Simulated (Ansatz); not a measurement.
```xyz
5

Br   -0.9706    0.7978    0.9536
Cl   -3.7164   -1.0036   -0.1819
N    -4.3418    1.5026    1.5789
Si   -3.1851    0.6219    0.9220
H    -4.1231    2.3235    2.1384
```

Geometry: B3LYP/6-31G*.

Theory: Ansatz 0.2.0, isolated molecule in a Gaussian basis; Kohn-Sham density functional theory, functional PBE0.

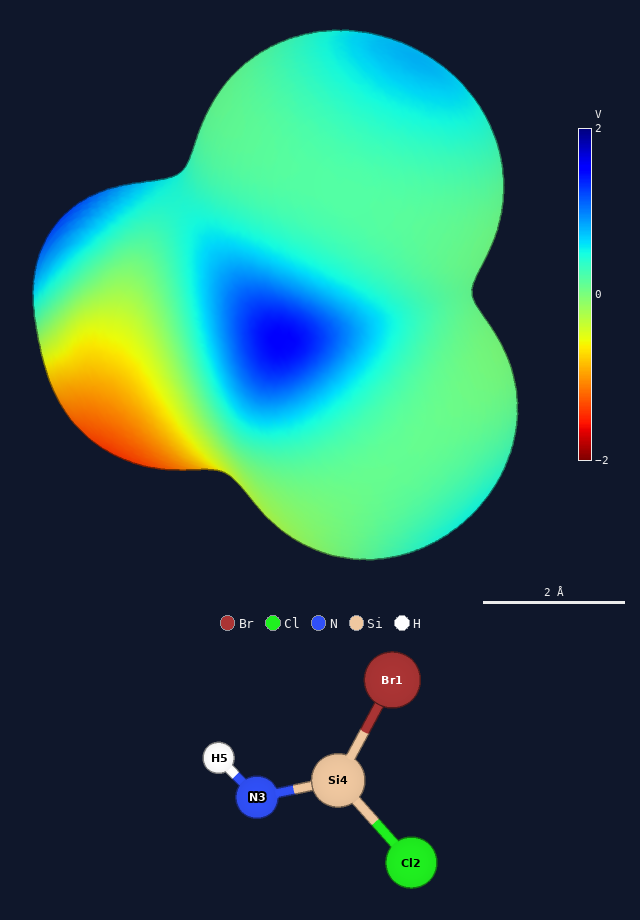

BrClHNSi (SMILES N=[Si](Cl)Br). The electrostatic potential painted on the density surface at 0.001 e/bohr³, seen at a tilt; the colour scale runs from red (negative) to blue (positive). The bare structure is drawn below in the same view.

**Which sites attract a positive test charge, and which a negative one?**

A positive charge is drawn to the negative regions and a negative charge to the positive ones. The most negative region (about −1.5 V) lies over N3, the most positive (about +1.5 V) over Si4. Br1 shows a σ-hole: about +0.8 V at the tip opposite its bond, against about +0.1 V on its flanks. Cl2 shows a σ-hole: about +0.5 V at the tip opposite its bond, against about 0.0 V on its flanks. N3 is the likeliest acceptor of a hydrogen bond.
